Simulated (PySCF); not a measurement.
SMILES C[Si](C)([O][GeH3])O[SiH2]N at its GFN2-xTB optimised geometry (Å):

```
21

Si    -0.4580    -2.0633     0.5552
N     -2.0177    -1.8920    -0.1466
O      0.5037    -0.7484     0.5381
Si     0.6134     0.8685     0.6215
C      0.7817     1.3771     2.4440
C      2.0490     1.4182    -0.4827
O     -0.7360     1.5546     0.0000
Ge    -2.4590     1.5546     0.0000
H      0.2816    -3.0106    -0.2703
H     -0.6955    -2.4175     1.9525
H     -2.7990    -1.5453     0.3855
H     -2.1107    -1.6462    -1.1185
H      1.6458     0.9074     2.9024
H     -0.0965     1.0833     3.0135
H      0.8955     2.4518     2.5457
H      2.1605     2.4968    -0.4697
H      1.8991     1.1121    -1.5129
H      2.9804     0.9823    -0.1386
H     -2.9058     0.8750    -1.2631
H     -2.8206     3.0106     0.0000
H     -2.9804     0.8569     1.2261
```

Computed with PBE0/def2-SVP (PySCF). Cells within 0.4 Å of a nucleus heavier than hydrogen are left out (blank, or x).

Map of the Laplacian of the electron density (e/bohr⁵), clipped to [-1.50, 1.50] on the plane z = 0.0 Å:

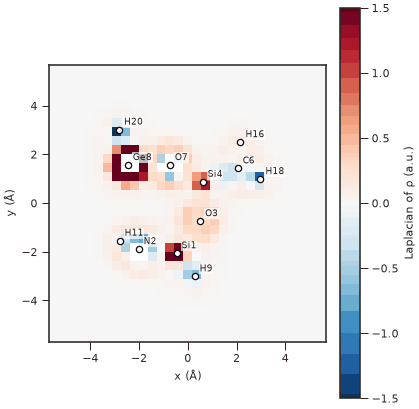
Figure: Laplacian of the electron density (e/bohr⁵), clipped to [-1.50, 1.50] on the plane z = 0.0 Å.
